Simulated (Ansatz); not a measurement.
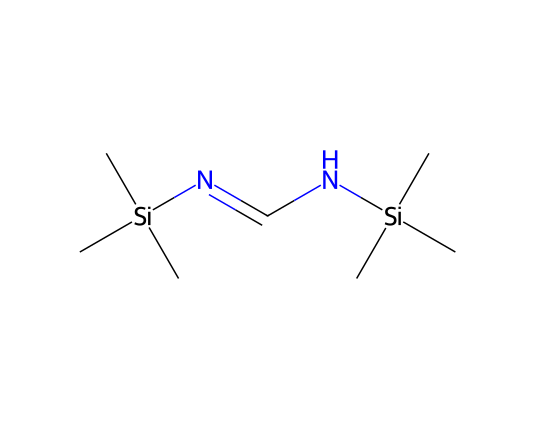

Structural formula above. The geometry was computed by an optimisation with PBE0-D4/def2-TZVP. No frequency run is at hand to confirm it as a minimum.

What does the molecule look like in three dimensions?

The molecule is C₇H₂₀N₂Si₂. Its SMILES string is `C[Si](C)(C)/N=C/N[Si](C)(C)C`. It has no ring. Among its groups: imine, Si–N bond. The point group is Cs.

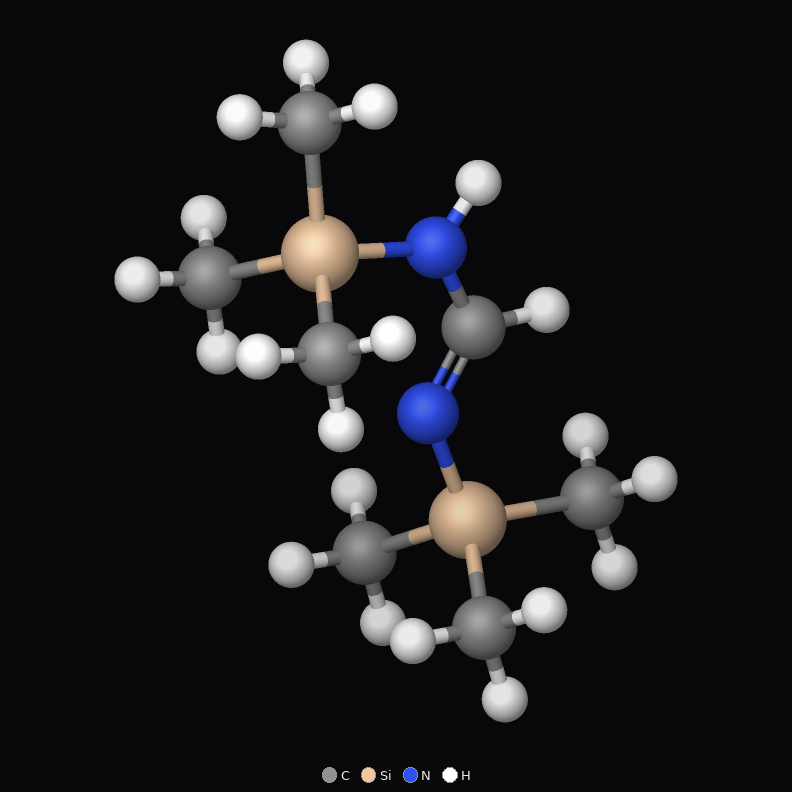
